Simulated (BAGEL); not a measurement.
**CH3BrGe (SMILES [CH3][Ge][Br]): RI-MP2/cc-pVDZ (density fitting with qzvpp-jkfit)**

Aim: the energy change on altering one bond length of CH3BrGe at RI-MP2/cc-pVDZ (density fitting with qzvpp-jkfit), from 2 runs. 

The calculation is run with BAGEL 1.2.2.

### 1 Starting point

CH3BrGe has 6 atoms, charge 0, and is taken as a singlet. As SMILES, `[CH3][Ge][Br]`. The shape is that of a PBE0-D4/def2-TZVP optimisation.

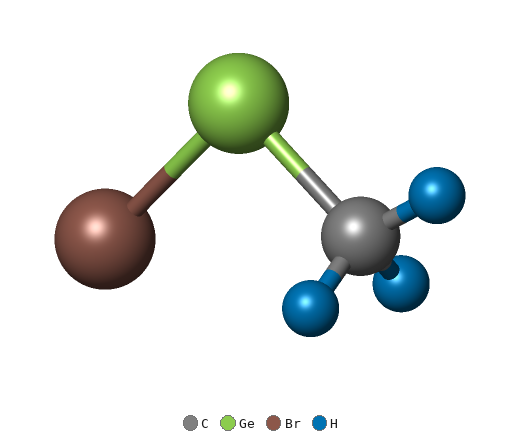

Viewed from a chosen angle; carbon grey, germanium green, bromine brown, hydrogen blue.

### 2 A single-point energy at RI-MP2/cc-pVDZ (density fitting with qzvpp-jkfit)

File calc.json:

```json
{ "bagel": [

{
  "title": "molecule",
  "basis": "cc-pvdz.json",
  "df_basis": "qzvpp-jkfit",
  "angstrom": true,
  "geometry": [
    { "atom": "C", "xyz": [      -0.427600,       0.399000,      -0.270700 ] },
    { "atom": "Ge", "xyz": [       0.170800,      -0.356300,       1.464600 ] },
    { "atom": "Br", "xyz": [       1.884400,      -1.715100,       0.583800 ] },
    { "atom": "H", "xyz": [       0.401600,       0.936200,      -0.741200 ] },
    { "atom": "H", "xyz": [      -1.269700,       1.080800,      -0.133600 ] },
    { "atom": "H", "xyz": [      -0.717300,      -0.408600,      -0.949200 ] }
  ]
},

{ "title": "hf" },

{ "title": "mp2", "ncore": 19 }

]}
```

The basis set cc-pVDZ is read from a file made from the Basis Set Exchange's data (not shown).

On the command line:

```sh
BAGEL_NUM_THREADS=1 BAGEL calc.json > calc.out
```

The log of the run:

```text
* using 1 threads per process

  ===============================================================
  ===============================================================

  *** Geometry ***

  { "atom" : "C", "xyz" : [     -0.808047,      0.754001,     -0.511549 ] },
  { "atom" : "Ge", "xyz" : [      0.322765,     -0.673309,      2.767693 ] },
  { "atom" : "Br", "xyz" : [      3.561000,     -3.241069,      1.103222 ] },
  { "atom" : "H", "xyz" : [      0.758914,      1.769162,     -1.400665 ] },
  { "atom" : "H", "xyz" : [     -2.399385,      2.042416,     -0.252467 ] },
  { "atom" : "H", "xyz" : [     -1.355501,     -0.772142,     -1.793728 ] },

  Number of auxiliary basis functions:      661

  Since a DF basis is specified, we compute 2- and 3-index integrals:
    o Being stored without compression. Storage requirement is 0.036 GB

  Number of basis functions:       83
  Number of electrons      :       76

    * METHOD: MOLECULE                             0.39

  *** RHF ***

  === Nuclear Repulsion ===
   381.6709200631

      * DIIS with orbital gradients will be used.

  === RHF iteration (cc-pvdz.json) ===
      0      -4687.23823104          0.01282037           0.14
      1      -4687.34159106          0.00672610           0.13
      2      -4687.36697349          0.00114433           0.13
      3      -4687.36871815          0.00021984           0.13
      4      -4687.36878638          0.00008181           0.13
      5      -4687.36879780          0.00002876           0.13
      6      -4687.36879893          0.00000604           0.13
      7      -4687.36879900          0.00000222           0.13
      8      -4687.36879901          0.00000090           0.13
      9      -4687.36879901          0.00000027           0.13
     10      -4687.36879901          0.00000007           0.13
     11      -4687.36879901          0.00000002           0.13
     12      -4687.36879901          0.00000001           0.13
    * SCF iteration converged.

    * Permanent dipole moment:
           (    0.803406,    -0.697695,     0.026937) a.u.

    * METHOD: HF                                   2.03

  *** RHF ***

  === Nuclear Repulsion ===
   381.6709200631

      * DIIS with orbital gradients will be used.

  === RHF iteration (cc-pvdz.json) ===
      0      -4687.36879901          0.00000000           0.13
    * SCF iteration converged.

    * Permanent dipole moment:
           (    0.803406,    -0.697696,     0.026937) a.u.

  === DF-MP2 calculation ===

    * freezing 19 orbitals
    * 3-index integral transformation done
    * assembly done

      MP2 correlation energy:   -0.3658866998      0.05

      MP2 total energy:       -4687.7346857088

    * METHOD: MP2                                  0.33

  ===============================================================
```

Wall time 2.9 s (1 thread of Arm Neoverse V2, shared host); peak memory 0.17 GiB.

### 3 The distorted shape at the same level

File job.json:

```json
{ "bagel" : [

{
  "title" : "molecule",
  "basis" : "cc-pvdz.json",
  "df_basis" : "qzvpp-jkfit",
  "angstrom" : "true",
  "geometry" : [
    { "atom" : "C", "xyz" : [   -0.174961,    0.194453,   -0.311831 ] },
    { "atom" : "Ge", "xyz" : [    0.423439,   -0.560847,    1.423469 ] },
    { "atom" : "Br", "xyz" : [    2.137039,   -1.919647,    0.542669 ] },
    { "atom" : "H", "xyz" : [    0.654239,    0.731653,   -0.782331 ] },
    { "atom" : "H", "xyz" : [   -1.269700,    1.080800,   -0.133600 ] },
    { "atom" : "H", "xyz" : [   -0.464661,   -0.613147,   -0.990331 ] }
  ]
},
{ "title" : "hf" },
{ "title" : "mp2", "ncore" : 19 }

]}
```

The basis set cc-pVDZ is read from a file made from the Basis Set Exchange's data (not shown).

On the command line:

```sh
BAGEL_NUM_THREADS=1 BAGEL job.json > job.out
```

The log of the run:

```text
* using 1 threads per process

  ===============================================================
  ===============================================================

  *** Geometry ***

  { "atom" : "C", "xyz" : [     -0.330628,      0.367463,     -0.589275 ] },
  { "atom" : "Ge", "xyz" : [      0.800184,     -1.059847,      2.689967 ] },
  { "atom" : "Br", "xyz" : [      4.038418,     -3.627607,      1.025496 ] },
  { "atom" : "H", "xyz" : [      1.236333,      1.382624,     -1.478391 ] },
  { "atom" : "H", "xyz" : [     -2.399385,      2.042416,     -0.252467 ] },
  { "atom" : "H", "xyz" : [     -0.878082,     -1.158680,     -1.871454 ] },

  Number of auxiliary basis functions:      661

  Since a DF basis is specified, we compute 2- and 3-index integrals:
    o Being stored without compression. Storage requirement is 0.036 GB

  Number of basis functions:       83
  Number of electrons      :       76

    * METHOD: MOLECULE                             0.40

  *** RHF ***

  === Nuclear Repulsion ===
   380.0714097939

      * DIIS with orbital gradients will be used.

  === RHF iteration (cc-pvdz.json) ===
      0      -4687.21076056          0.01152074           0.14
      1      -4687.30230307          0.00641628           0.13
      2      -4687.32673060          0.00112530           0.13
      3      -4687.32843044          0.00025986           0.13
      4      -4687.32850751          0.00008021           0.13
      5      -4687.32851989          0.00002670           0.13
      6      -4687.32852101          0.00000600           0.13
      7      -4687.32852109          0.00000216           0.13
      8      -4687.32852110          0.00000088           0.14
      9      -4687.32852110          0.00000027           0.13
     10      -4687.32852110          0.00000007           0.13
     11      -4687.32852110          0.00000002           0.13
     12      -4687.32852110          0.00000001           0.13
     13      -4687.32852110          0.00000000           0.13
    * SCF iteration converged.

    * Permanent dipole moment:
           (    0.687197,    -0.597511,     0.007641) a.u.

    * METHOD: HF                                   2.17

  *** RHF ***

  === Nuclear Repulsion ===
   380.0714097939

      * DIIS with orbital gradients will be used.

  === RHF iteration (cc-pvdz.json) ===
      0      -4687.32852110          0.00000000           0.13
    * SCF iteration converged.

    * Permanent dipole moment:
           (    0.687197,    -0.597510,     0.007641) a.u.

  === DF-MP2 calculation ===

    * freezing 19 orbitals
    * 3-index integral transformation done
    * assembly done

      MP2 correlation energy:   -0.3697440440      0.05

      MP2 total energy:       -4687.6982651458

    * METHOD: MP2                                  0.33

  ===============================================================
```

Wall time 3.3 s (1 thread of Arm Neoverse V2, shared host); peak memory 0.17 GiB.

### 4 Summary of results

At RI-MP2/cc-pVDZ (density fitting with qzvpp-jkfit), 19 core orbitals frozen:

| quantity | value |
| --- | --- |
| first shape: total energy | -4687.73469 Eh |
| first shape: correlation energy (19 core orbitals frozen) | -365.9 mEh |
| distorted shape: total energy | -4687.69827 Eh |
| distorted shape: correlation energy (19 core orbitals frozen) | -369.7 mEh |
| energy change with the C1–H5 bond stretched from 1.092 to 1.420 Å | 0.991 eV |

**Reading.** With the C1–H5 bond stretched from 1.092 to 1.420 Å the energy rises by 0.99 eV (95.6 kJ/mol). The first shape isn't relaxed at this level, so the change isn't measured from a minimum.
